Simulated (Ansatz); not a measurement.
# Tl2Te (model cell, started as antifluorite): following an unstable mode, part 3 of 3

Wanted: the energy along a soft mode of Tl2Te (model cell, started as antifluorite) and the structure at the end.

Ansatz 0.2.0; DFT PBEsol, scalar-relativistic, plane waves, PAW.

So far. Step 4 (The mode frozen in, largest atomic shift 0.32 Å): The run ends at a pressure of 0.03 GPa, with forces up to 0.092 eV/Å. Step 5 (Energy along the mode, all amplitudes (two of the runs …): The lowest of the steps tried is at 0.32 Å, 3.08 meV/atom below the parent; the bottom of the well need not coincide with a step.

The structure was built from a prototype and need not be the compound's stable phase.

## 7. The new phase in its own primitive cell

The relaxed structure is symmetrised, reduced to its primitive cell and relaxed tightly, as its phonons need.

input.yaml reads:

```yaml
crystal:
  lattice:
    - [4.4916836757, 0.0, 0.0]
    - [0.0, 7.6505524569, 0.0]
    - [0.0, 0.0, 6.3534753378]
  atoms:
    - { symbol: Te, position: [0.5, 0.5, 0.3724314289] }
    - { symbol: Te, position: [0.0, 0.0, 0.6275685711] }
    - { symbol: Tl, position: [0.5, 0.2658431807, 0.7889775441] }
    - { symbol: Tl, position: [0.0, 0.7658431807, 0.2110224559] }
    - { symbol: Tl, position: [0.5, 0.7341568193, 0.7889775441] }
    - { symbol: Tl, position: [0.0, 0.2341568193, 0.2110224559] }
kpoints:
  mp_grid: { grid: [8, 4, 6] }
hamiltonian:
  xc: pbesol
scf:
  occupations: { method: gaussian, width: 0.01 }
output:
  forces: true
  stress: true
  eigenvalues: true
relax:
  adjacent_minimum: "off"
  f_tol: 0.001
  max_steps: 60
  cell: { stress_tol: 0.01 }
```

Run with:

```console
ansatz run input.yaml --threads 4 --pin off --max-ram 7168MiB --backend cpu --events-out ev --progress --plain --runs-dir out
```

Numbers of over 12 decimals in the logs are rounded to 6 here.

Log:

```text
[...]
Crystal: 6 atoms, lattice volume = 218.330 Å³
Basis set: ecut = 420 eV, 4247 PW (Γ), exchange–correlation on 64×108×90 points (8 copies of the dense FFT grid, shifted against one another)
Bands: 51, of which v1, the nominal top of the filled ones, is band 42 counted from 1 (41 counted from 0)
Symmetry: 8 space group operations
[...]
k-points: 60 of 192
[...]
cell:  # Å, volume = 218.4304 Å³
    - [4.481719, 0.0, 0.0]
    - [0.0, 7.650534, 0.0]
    - [0.0, 0.0, 6.370547]
  atoms:
    - { symbol: Te, position: [0.5, 0.5, 0.372502] }
    - { symbol: Te, position: [0, 0, 0.627498] }
    - { symbol: Tl, position: [0.5, 0.266199, 0.788644] }
    - { symbol: Tl, position: [0, 0.766199, 0.211356] }
    - { symbol: Tl, position: [0.5, 0.733801, 0.788644] }
    - { symbol: Tl, position: [0, 0.233801, 0.211356] }
[key lines of the parts left out:]
SCF converged after 6 iterations
Free energy (F): -58986.756357 eV
Fermi energy:    7.313309 eV
P = ⅓ Tr σ = 0.0003 GPa (0.003 kbar)
```

Wall time 65 s (4 threads of Arm Neoverse V2, shared host); peak memory 0.9 GiB; 4.2 min of CPU time.

Step by step:

| step | energy less that of the first step (eV) | largest force component (eV/Å) | pressure (GPa) | volume (Å³) |
| --- | --- | --- | --- | --- |
| 1 | 0.0000 | 0.0021 | 0.02 | 218.33 |
| 2 | 0.0000 | 0.0022 | 0.00 | 218.43 |
| 3 | 0.0000 | 0.0010 | -0.01 | 218.56 |
| 4 | -0.0001 | 0.0009 | 0.00 | 218.48 |
| 5 | -0.0001 | 0.0005 | 0.00 | 218.44 |
| 6 | -0.0001 | 0.0001 | 0.00 | 218.43 |
| 7* | -0.0001 | 0.0001 | 0.00 | 218.43 |

Relaxation steps marked * repeat the geometry before them on a plane-wave basis chosen anew for their cell, so energy and pressure can jump there.

Forces are held to the 8 operations that the run works with; a distortion that breaks them can't arise in this run.

| conventional cell, symmetrised | before | after | change |
| --- | --- | --- | --- |
| a (Å) | 4.492 | 4.482 | -0.2 % |
| b (Å) | 7.651 | 7.651 | -0.0 % |
| c (Å) | 6.353 | 6.371 | +0.3 % |
| volume (Å³/atom) | 36.39 | 36.41 | +0.0 % |

The relaxed structure:

```xyz
6
Lattice="4.4817 0.0000 0.0000 0.0000 7.6505 0.0000 0.0000 0.0000 6.3705" Properties=species:S:1:pos:R:3 pbc="T T T"
Te    2.2409    3.8253    2.3730
Te    0.0000    0.0000    3.9975
Tl    2.2409    2.0366    5.0241
Tl    0.0000    5.8618    1.3465
Tl    2.2409    5.6140    5.0241
Tl    0.0000    1.7887    1.3465
```

This step gave:

```
pressure        : 3.03e-4 GPa
volume per atom : 36.41 Å³
```

The largest force component left is 0.14 meV/Å and the pressure is 0.000 GPa, within the tolerances set. The cell now holds 36.41 Å³/atom.

## 8. Modes of the new phase, k-mesh 8×4×6

A relaxed structure may still be a saddle point, so its zone-centre modes are computed. No field response is asked, since the mesh shows no gap.

input.yaml reads:

```yaml
crystal:
  lattice:
    - [4.4817192596, 0.0, 0.0]
    - [0.0, 7.6505338393, 0.0]
    - [0.0, 0.0, 6.3705473221]
  atoms:
    - { symbol: Te, position: [0.5, 0.5, 0.3725015512] }
    - { symbol: Te, position: [0.0, 0.0, 0.6274984488] }
    - { symbol: Tl, position: [0.5, 0.2661987729, 0.7886441528] }
    - { symbol: Tl, position: [0.0, 0.7661987729, 0.2113558472] }
    - { symbol: Tl, position: [0.5, 0.7338012271, 0.7886441528] }
    - { symbol: Tl, position: [0.0, 0.2338012271, 0.2113558472] }
kpoints:
  mp_grid: { grid: [8, 4, 6] }
hamiltonian:
  xc: pbesol
scf:
  occupations: { method: gaussian, width: 0.01 }
output:
  eigenvalues: true
phonons:
  method: dfpt
```

Log:

```text
zone centre: on kpoints.mp_grid the ground state, and the responses unless they are solved on pairs of k-points, stand on 70 of the mesh's 192 k-points, reduced under 2 symmetry operations, with k and −k counted as one. Each operation leaves every solved displacement unchanged or reverses it
[...]
Crystal: 6 atoms, lattice volume = 218.430 Å³
Basis set: ecut = 420 eV, 4263 PW (Γ), exchange–correlation on 60×108×90 points (8 copies of the dense FFT grid, shifted against one another)
Bands: 51, of which v1, the nominal top of the filled ones, is band 42 counted from 1 (41 counted from 0)
Symmetry: 8 space group operations
k-points: 70 of 192 (irreducible under 2 space group operations, time reversal used)
[...]
SCF iter   1: F=—  HF=-58986.766602 eV  |F-HF|=—  |Δ(HF+E_count)|=         —  Δρ=2.62e-3  dr2=2.18e-2  ethr=1.77e-3  ⟨swp⟩=7.1  Hψ=14822  notcnv=0
[...]
SCF iter  10: F=-58986.756357 eV  HF=-58986.756357 eV  |F-HF|=7.28e-12  |Δ(HF+E_count)|=  1.60e-10  Δρ=3.62e-8  dr2=5.38e-12  ethr=1.00e-12  ⟨swp⟩=10.6  Hψ=20178  notcnv=0
SCF 1 converged in 10 iterations: F = -58986.756357 eV  dr2 = 5.38e-12
[...]
DFPT response loops at Γ: preconditioner auto → Kerker (q_TF=auto, 2.327 Å⁻¹) (partly filled bands, converged f_vac=0.074); β = 1.00, the filter's whole step (`scf.mixing.beta` (0.50) is not read by the response loops under this deck's `scf.mixing.preconditioner`; to damp them name `kerker` or `kerker_dos`, under which they read `scf.mixing.beta`, and type it under 1.00, their step now; both keys bind the ground state too); Broyden in place of MSR1
SCF converged after 10 iterations
Free energy (F): -58986.756357 eV
[...]
Internal energy: -58986.756299 eV  (E = F + TS)
E sigma→0 (E₀):  -58986.756328 eV
Entropy (-TS):   -0.000059 eV (-0.010 meV/atom)
Fermi energy:    7.313310 eV
[...]
--- Band table (eV; the first three rows and the last of 70) ---
  k-point 0: bands = [... 38 lower, 5.5981, 6.2993, 6.3415, 6.4072, 7.6835, 8.3795, 9.6426, 10.5922, ... 5 higher]
  k-point 1: bands = [... 38 lower, 6.1000, 6.3732, 6.3944, 6.6652, 7.6217, 8.4177, 9.7650, 10.3538, ... 5 higher]
  k-point 2: bands = [... 38 lower, 6.2803, 6.4217, 7.0390, 7.1085, 7.8656, 8.4992, 10.0106, 10.0157, ... 5 higher]
  k-point 69: bands = [... 38 lower, 6.0182, 6.0182, 6.2040, 6.2040, 7.9843, 7.9843, 9.6844, 9.6844, ... 5 higher]
--- Phonons (Γ-DFPT): 6 representative perturbations + reference, on 70 of 192 k-points (Σ response iterations 18) ---
  k mesh reduced under 2 symmetry operations, with k and −k counted as one. Each operation leaves every solved displacement unchanged or reverses it
  ASR residual: 1.012e-4 → 0.000e0 eV/Å²; symmetrization residual: 4.008e-5 eV/Å²
  ASR residual per site (eV/Å²): 1.01e-4 1.01e-4 3.05e-5 3.05e-5 3.05e-5 3.05e-5
  Γ frequencies (cm⁻¹): 0.00 0.00 0.00 27.16 30.80 32.43 37.28 39.31 50.49 52.01 65.83 66.45 80.34 82.60 84.79 85.06 88.25 108.24
  non-analytic LO–TO correction: not included (Born effective charges unavailable; polar crystals: no LO–TO splitting at Γ)
```

Elapsed: 2.2 min, on 4 threads; peak memory 2.5 GiB.

This step gave:

```yaml
sum_rule_residual_before_enforcement: 1.01e-4 eV/Å²
point_group: mmm
highest_optical_mode_at_the_zone_centre_no_lo_to_term: 108.2 cm⁻¹
lowest_optical_zone_centre_mode: 27.16 cm⁻¹
```

Without the LO-TO term. Patterns of degenerate modes are one choice out of their space. Modes at Γ, with each element's share of the kinetic energy:

| mode | frequency (cm⁻¹) | symmetry | Te % | Tl % |
| --- | --- | --- | --- | --- |
| 1 | 0.0 | acoustic | 24 | 76 |
| 2 | 0.0 | acoustic | 24 | 76 |
| 3 | 0.0 | acoustic | 24 | 76 |
| 4 | 27.2 | Ag | 39 | 61 |
| 5 | 30.8 | B3g | 10 | 90 |
| 6 | 32.4 | B2g | 27 | 73 |
| 7 | 37.3 | B2u | 0 | 100 |
| 8 | 39.3 | Au | 0 | 100 |
| 9 | 50.5 | B1g | 0 | 100 |
| 10 | 52.0 | B3g | 10 | 90 |
| 11 | 65.8 | Ag | 0 | 100 |
| 12 | 66.5 | B1u | 0 | 100 |
| 13 | 80.3 | B3u | 76 | 24 |
| 14 | 82.6 | B2u | 76 | 24 |
| 15 | 84.8 | B2g | 73 | 27 |
| 16 | 85.1 | B1u | 76 | 24 |
| 17 | 88.2 | Ag | 61 | 39 |
| 18 | 108.2 | B3g | 80 | 20 |

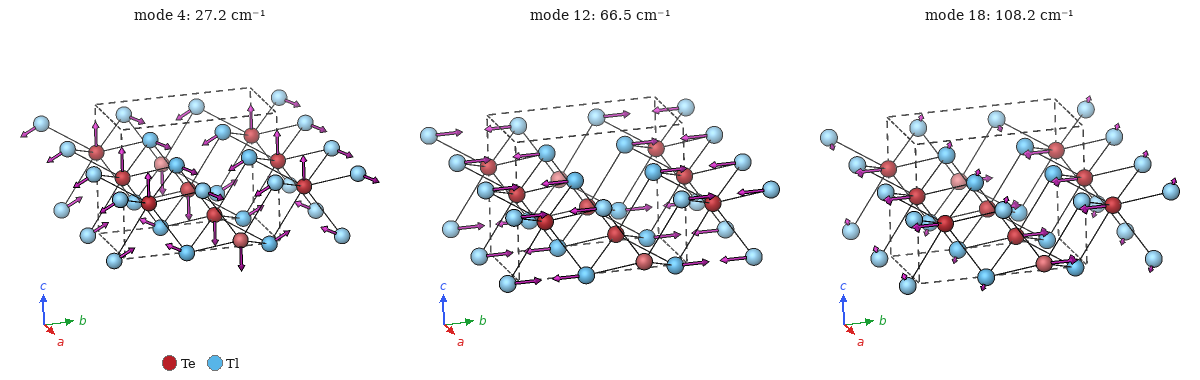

Displacement patterns of modes 4, 12 and 18 at Γ; arrows are exaggerated. 2×1×1 cells are drawn. Some periodic images of atoms are drawn too.

Before it was imposed, the acoustic sum rule was missed by 1.0e-4 eV/Å². Small misses are needed for a sound result but don't prove that mesh and cutoff are converged. The lowest optical mode is real, 27.2 cm⁻¹.

## 9. Summary of results

| Item | Value |
| --- | --- |
| unstable mode of the parent | q = (0, -0.5, -0.5), 26i cm⁻¹ |
| depth at the lowest point sampled | 3.08 meV/atom |
| largest atomic shift at that point | 0.32 Å |
| space group reached (within 0.01 Å) | Pmmn |
| energy gained over the parent (first relaxation, on the mesh of the frozen mode) | 14.4 meV/atom |
| volume per atom, phase reached | 36.4 Å³ |
| lowest optical zone-centre mode, phase reached | 27.2 cm⁻¹ |
| highest optical mode at the zone centre (no LO-TO term), phase reached | 108 cm⁻¹ |

In words: Along this mode the structure falls into Pmmn, 14.4 meV/atom below the parent. At the parent's cell the well is 3.077 meV/atom deep on the steps tried, with its lowest point at a shift of 0.32 Å. Relaxing atoms and cell changes the gain by +11.33 meV/atom against the lowest step (energies at zero smearing). Most of the total comes from this relaxation. The new phase has no imaginary mode at the zone centre of its cell; other wavevectors were not checked. Of the 3 patterns followed to their end from this parent, this one reaches the lowest energy. Each path keeps the symmetry of its pattern, so a lower phase may lie along a pattern not tried. With no gap, or one that is small against the smearing, the frequencies hang on the k mesh and the smearing, most of all near Kohn anomalies. Where the field response was not run the interpolation lacks the dipole term, so the LO-TO splitting is missing from branches, density of states and sums. Spin-orbit coupling is left out, which can matter for the heavy elements here. A phonon run warned that its eigensolver left some bands unconverged in a pass. The starting cell was built on a prototype and not taken from a measurement, so the phase need not exist.

[Logs are printed without paths, hosts, clocks, repeated set-up lines and the standing remarks that a program may print on its own settings, such as how far it seeks lower states.]

[Hosts, paths, dates, database ids (printed as entryN), source tags and the programs' standing remarks are cut or masked in the printed files.]
